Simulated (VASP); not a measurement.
Energy against volume of PbSe (rock salt). All values below come from SCAN meta-GGA, VASP's PBE PAW potentials (set 64) (plane waves; VASP).

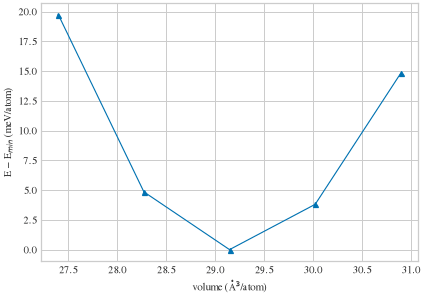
Energy against volume

Question: Estimate the equilibrium volume and the bulk modulus.

Answer: The minimum lies near 29.2 Å³/atom, and the curvature gives B0 of about 52 GPa.

Measured: a 6.105 Å at 120 K (computed value off by +0.8 %), as given by Noda, Masumoto, Ohba, Saito, Toriumi, Iwata, Shibuya, Acta Cryst. C 43, 1443 (1987), by a structure database's card. The calculation is for a static lattice, while the measured a holds thermal and zero-point effects, which are part of the difference.

The compound is PbSe in the rock salt structure. It was relaxed first.
